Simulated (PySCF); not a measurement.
System: C6H8B2 (SMILES BC1=CC(=C)C=C1B).

```xyz
16

B    -2.0634   -1.4456   -0.1724
C    -0.7482   -0.6652   -0.0332
C     0.4930   -1.2218   -0.0063
C     1.5061   -0.1762    0.0346
C     2.8348   -0.3327    0.0621
C     0.7602    1.0746    0.0345
C    -0.5756    0.8189    0.0035
B    -1.6767    1.8862    0.0868
H    -3.0626   -0.9044   -0.4439
H    -2.0512   -2.6085   -0.0361
H     0.7266   -2.2712   -0.0290
H     3.5027    0.5127    0.0916
H     3.2881   -1.3106    0.0548
H     1.2271    2.0426    0.0728
H    -2.7755    1.6030    0.3659
H    -1.3929    3.0073   -0.0970
```

Geometry: GFN2-xTB.

Level of theory: PBE0/pcSseg-1, SCF density, gas phase, non-relativistic (PySCF 2.14.0).

### What will maps of the electron density and electron localisation function show?

C–C (1.34 Å): ρ is about 2.3 e/Å³ halfway; the ELF peaks at about 0.95 between the atoms; a short, multiple covalent bond.
C–B (1.54 Å): ρ at the midpoint is about 1.5 e/Å³; the ELF peaks at about 1 between the atoms: localised, covalent bonding.
C–H (1.08 Å): ρ at the midpoint is about 2.1 e/Å³; the ELF climbs to about 1 towards the hydrogen, as it does in any bond to H: a covalent bond by its length.
C–C (1.46 Å): ρ at the midpoint is about 1.9 e/Å³; the ELF peaks at about 0.95 between the atoms (localised, covalent bonding).

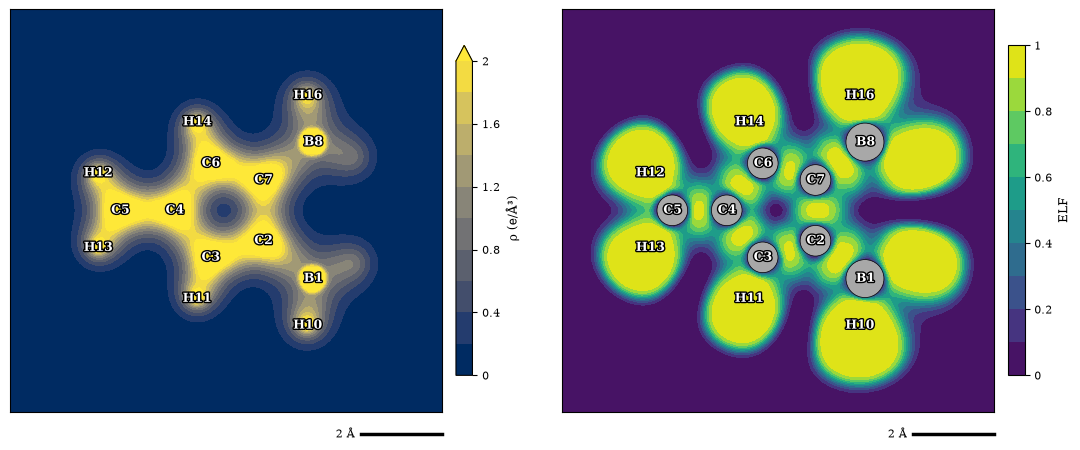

Computed electron density and electron localisation function on the plane of atoms C4, C6 and C7, in this order. Grey discs cover the atomic cores in the ELF map. 
